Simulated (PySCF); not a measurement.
**GeSe (Germanium monoselenide) at CCSDT/STO-6G**

Aim: the vertical ionisation energy of GeSe (Germanium monoselenide) at CCSDT/STO-6G, from 2 runs. 

Program for the calculation: PySCF 2.14.0.

19 further runs of the same task are left out: 11 that didn't finish, 8 set aside as unsound or not needed.

## 1. The structure to begin with

GeSe: 2 atoms, total charge 0, spin state singlet. As SMILES, `[Ge-]#[Se+]`. Geometry: the measured bond length.

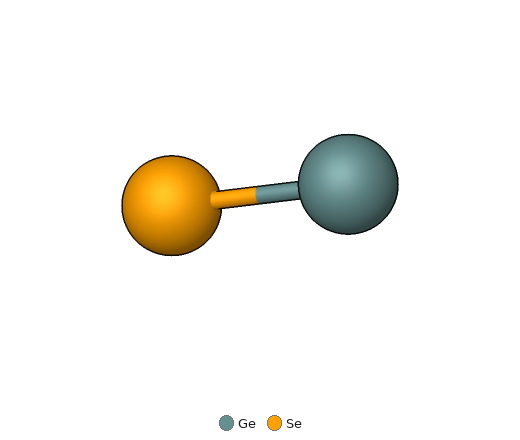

The structure, seen from a chosen angle (germanium teal, selenium orange).

## 2. A single-point energy at CCSDT/STO-6G

calc.py reads:

```python
from pyscf import gto, cc

system = gto.Mole()
system.atom = 'Ge 0.000000 0.000000 0.000000; Se 0.000000 0.000000 2.134629'
system.max_memory = 1860
system.verbose = 3
system.basis = 'sto-6g'
system.build()

mf = system.RHF()
mf.conv_tol = 1e-10
mf.kernel()
if not mf.converged:
    mf = mf.newton().run(mf.mo_coeff, mf.mo_occ)

mycc = cc.CCSDT(mf, frozen=18)
mycc.kernel()
e_final = mycc.e_tot
print(f'total energy: {e_final:.8f} hartree')
```

On the command line:

```console
$ OMP_NUM_THREADS=1 python calc.py
```

What it wrote:

```text
converged SCF energy = -4451.96404827058
_make_eris_incore_RCCSDT
RCCSDT converged
E(RCCSDT) = -4452.053405291737   E_corr = -0.0893570211528929
E_corr(same-spin) = -0.0172755289055369
E_corr(oppo-spin) = -0.072081492247356
total energy: -4452.05340529 hartree
```

It took 4.5 s on 1 thread of Arm Neoverse V1, shared host; peak memory 0.12 GiB.

## 3. The doublet cation, same level

calc.py reads:

```python
from pyscf import gto, scf, cc

mol = gto.Mole()
mol.atom = 'Ge 0.000000 0.000000 0.000000; Se 0.000000 0.000000 2.134629'
mol.spin = 1
mol.charge = 1
mol.max_memory = 1860
mol.verbose = 4
mol.basis = 'sto-6g'
mol.build()

mf = scf.UHF(mol)
mf.conv_tol = 1e-10
mf.kernel()
if not mf.converged:
    mf = mf.newton().run(mf.mo_coeff, mf.mo_occ)

mycc = cc.CCSDT(mf, frozen=18)
mycc.kernel()
e_final = mycc.e_tot
print(f'total energy: {e_final:.8f} hartree')
```

On the command line:

```console
$ OMP_NUM_THREADS=1 python calc.py
```

What it wrote:

```text
PySCF version 2.14.0

[INPUT] num. atoms = 2
[INPUT] num. electrons = 65
[INPUT] charge = 1
[INPUT] spin (= nelec alpha-beta = 2S) = 1
[INPUT] symmetry False subgroup None
[INPUT] Mole.unit = angstrom
[INPUT] Symbol           X                Y                Z      unit          X                Y                Z       unit  Magmom
[INPUT]  1 Ge     0.000000000000   0.000000000000   0.000000000000 AA    0.000000000000   0.000000000000   0.000000000000 Bohr   0.0
[INPUT]  2 Se     0.000000000000   0.000000000000   2.134629000000 AA    0.000000000000   0.000000000000   4.033864187554 Bohr   0.0

nuclear repulsion = 269.716566898023
number of shells = 16
number of NR pGTOs = 216
number of NR cGTOs = 36
basis = sto-6g
ecp = {}

******** <class 'pyscf.scf.uhf.UHF'> ********
method = UHF
initial guess = minao
damping factor = 0
level_shift factor = 0
DIIS = <class 'pyscf.scf.diis.CDIIS'>
diis_start_cycle = 1
diis_space = 8
diis_damp = 0
SCF conv_tol = 1e-10
SCF conv_tol_grad = None
SCF max_cycles = 50
direct_scf = True
direct_scf_tol = 1e-13
number electrons alpha = 33  beta = 32
Set gradient conv threshold to 1e-05
init E= -4446.84527979612
[... the frontier-level lines of each cycle are left out ...]

cycle= 1 E= -4451.58991889482  delta_E= -4.74  |g|= 0.337  |ddm|= 1.54
[... 77 lines left out ...]
SCF not converged.
SCF energy = -4451.71714907312 after 50 cycles  <S^2> = 0.84602524  2S+1 = 2.0938245
[... 46 lines left out ...]
converged SCF energy = -4451.72511971531  <S^2> = 1.5492674  2S+1 = 2.6827354
[... 17 lines left out ...]
WARN: A large `blksize_v_aaa` is being used, which may cause large memory consumption
[... 3 lines left out ...]
WARN: A large `blksize_v_aab` is being used, which may cause large memory consumption
[... 7 lines left out ...]
Init t2, MP2 energy = -0.0525419224685443
[... 32 lines left out ...]
UCCSDT converged
[... 3 lines left out ...]
total energy: -4451.82016298 hartree
```

It took 11 s on 1 thread of Arm Neoverse V1, shared host; peak memory 0.13 GiB.

## 4. Summary of results

Level: CCSDT/STO-6G, 18 core orbitals frozen.

| quantity | value |
| --- | --- |
| singlet GeSe: total energy | -4452.05341 Eh |
| singlet GeSe: dipole moment (Hartree–Fock density) | 2.73 D |
| singlet GeSe: HOMO energy (Hartree–Fock orbitals) | -6.77 eV |
| singlet GeSe: LUMO energy (Hartree–Fock orbitals) | 4.44 eV |
| singlet GeSe: HOMO–LUMO gap (Hartree–Fock orbitals) | 11.21 eV |
| singlet GeSe: correlation energy (18 core orbitals frozen) | -89.4 mEh |
| singlet GeSe: T1 diagnostic | 0.019 |
| doublet cation: total energy | -4451.82016 Eh |
| doublet cation: HOMO energy (Hartree–Fock orbitals) (highest over α and β) | -14.35 eV |
| doublet cation: LUMO energy (Hartree–Fock orbitals) (lowest over α and β) | -5.54 eV |
| doublet cation: correlation energy (18 core orbitals frozen) | -95.0 mEh |
| doublet cation: ⟨S²⟩ of the reference determinant | 1.549 |
| doublet cation: T1 diagnostic | 0.067 |
| vertical ionisation energy (to the doublet cation) | 6.347 eV |

In words: Removing an electron at fixed nuclei costs 6.35 eV (612 kJ/mol). In a minimal basis such a difference can be off by several eV, whatever the method. ⟨S²⟩ (doublet cation) is 1.55 where a pure doublet has 0.75: the reference is spin-contaminated. The T1 diagnostic (doublet cation) of 0.067 is above the customary mark for such species, so a single reference may not serve.
